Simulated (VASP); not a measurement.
Band structure of GaN (relaxed from the CsCl structure, space group Pm-3m). Method: r2SCAN meta-GGA, VASP's PBE PAW potentials (set 64) (plane waves; VASP 6.6.1).

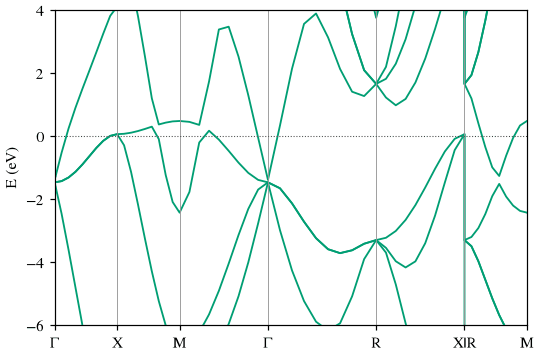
*Bands along high-symmetry lines, zero at the valence-band maximum or, without a gap, the Fermi level*

Q: Read the plot: is there a gap, and where are the band edges?

A: It has no gap at this level: it comes out as a metal or semimetal.

The structure was generated: GaN was put into the CsCl type (Pm-3m), which need not be its known phase. It was relaxed first, which changed the volume by +23 %.
